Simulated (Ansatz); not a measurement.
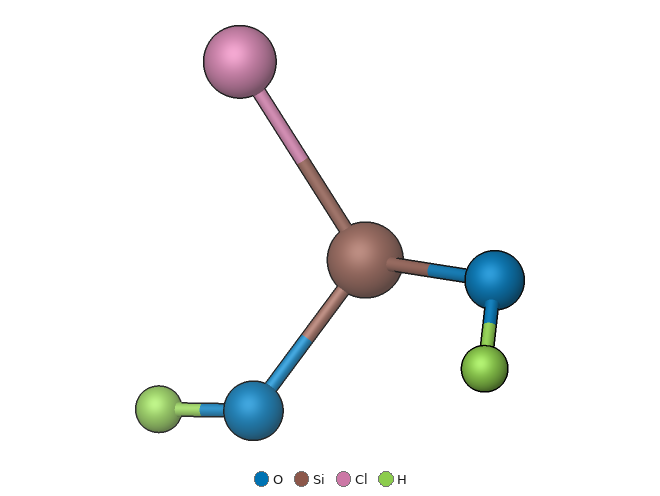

State: neutral, doublet. Computed geometry: PBE0-D4/def2-TZVP optimisation. No frequency run is at hand to confirm it as a minimum.

Give the structural formula.

SMILES: O[Si](O)Cl

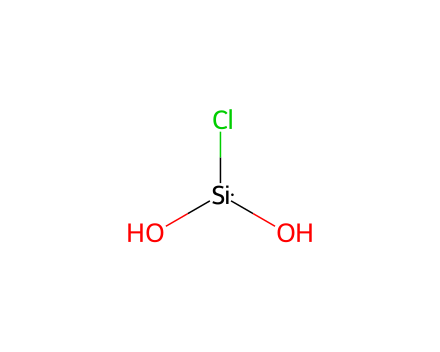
